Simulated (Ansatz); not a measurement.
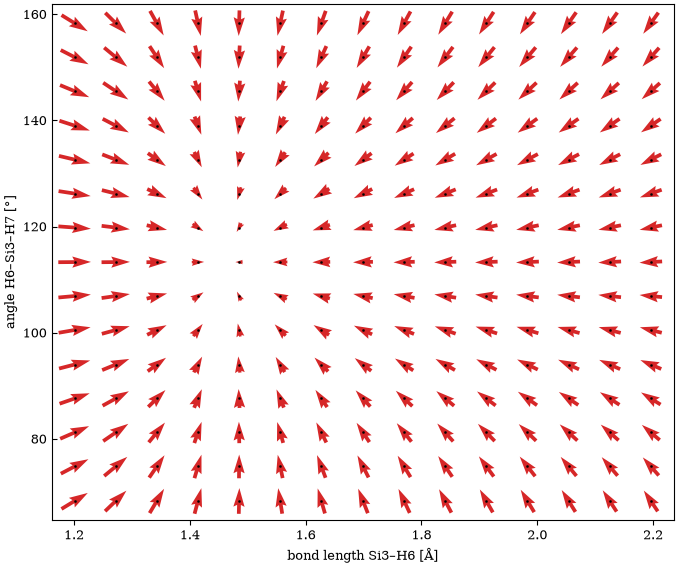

CH₃FSiTe, SMILES FC1[SiH2][Te]1. 
- The first coordinate is: bond length Si3–H6; the second: angle H6–Si3–H7.
- Nothing is relaxed (all other coordinates rigid).
- The scan uses a 15 × 15 grid.
- Points are written as (first, second).
- The reference is spin-restricted, which grows unreliable where a bond is stretched far.
- Method: RHF/def2-TZVP in Ansatz.

The picture shows dots at the grid points, arrows along the force (downhill), their lengths compressed.

**The arrows alone are given. Where is the energy lowest?**

The arrows converge at about (1.464 Å, 113°) (read from the interpolated surface).

The energy map of the same scan:

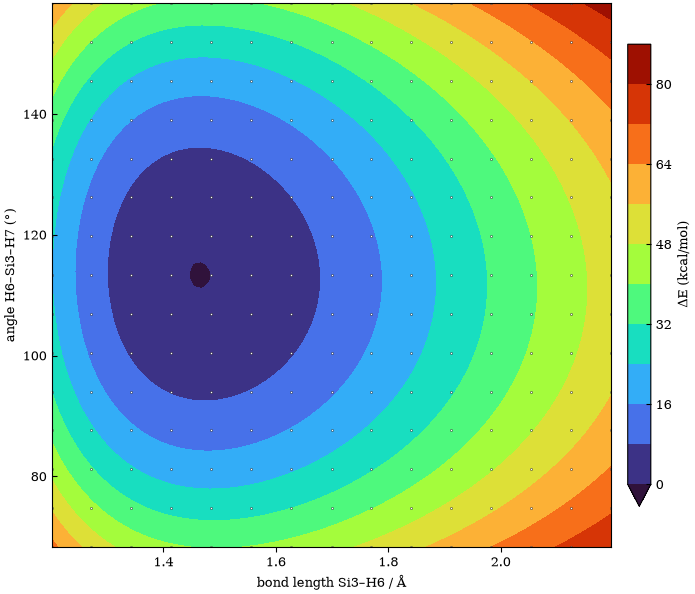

Energies are in kcal/mol, from the lowest grid point; between grid points the surface is interpolated.
